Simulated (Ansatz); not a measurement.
Here is a crystal structure:

```xyz
28
Lattice="5.0200 0.0000 -5.5095 -2.5100 -4.3475 -5.5095 -2.5100 4.3475 -5.5095" Properties=species:S:1:pos:R:3 pbc="T T T"
Si    0.0000    0.0000    0.0000
Si    0.0171    0.0539  -10.8671
Si   -0.0148   -0.1407   -5.5819
Si   -2.4661   -0.1753  -12.7537
Si   -2.5451   -0.0794   -7.0826
Si    2.5270   -0.2453   -7.3837
Si   -1.4613    2.1130   -9.0268
Si   -1.5472    1.8893   -3.9195
Si    1.0921   -2.3103   -9.1318
O     3.9943   -0.4011   -6.7096
O    -1.0090   -0.3858  -12.0570
O    -1.0913   -0.7094   -6.6732
O    -0.7228    1.2606   -5.1658
O     2.0093   -3.0041  -10.2740
O    -0.5558    1.3805  -10.1445
O     2.5439    0.8598   -8.5837
O     0.1331   -3.4019   -8.4162
O    -2.4106    1.0245   -8.2648
O     0.1251   -1.1263   -4.2889
O     2.5621    3.1258   -9.9369
O     0.1561   -1.1703   -9.8099
O    -0.4738    2.7909   -7.9299
O     1.5293   -1.3875  -12.9586
O     2.0933   -1.6765   -8.0144
O    -3.5360    0.2855  -11.6153
O     1.5061    0.4932  -11.4091
O     1.4329    0.1697   -6.2451
O    -2.7172   -2.0361   -8.5440
```

> Summarise the structure in words.

It has the composition Si9O19. Its symmetry is the lowest possible, P1. Content of the cell: 9 Si, 19 O (Z = 1).

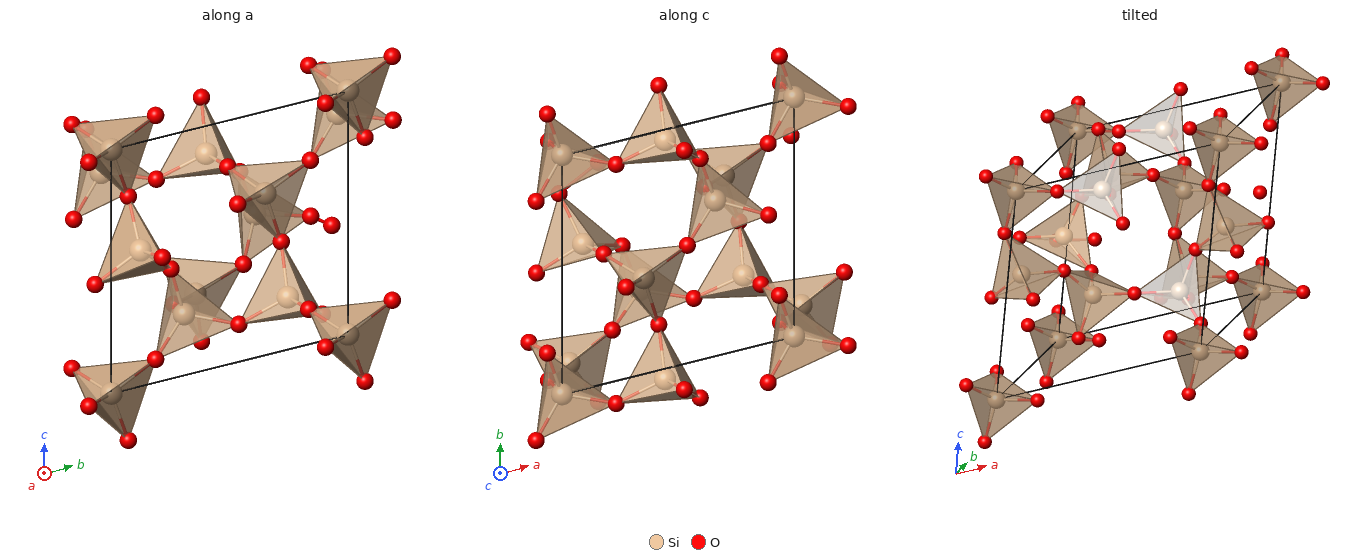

The figure gives a polyhedral picture of the atoms, viewed along the a axis, along the c axis and slightly off an axis. The wireframe shows the simulation cell. Some atoms of the next cells are drawn as well.

The cell started as a structure listed in the Materials Project, repeated into a supercell with a point defect put in. The atoms were relaxed in a fixed cell with Ansatz 0.2.0, DFT PBE, scalar-relativistic, plane waves, PAW.
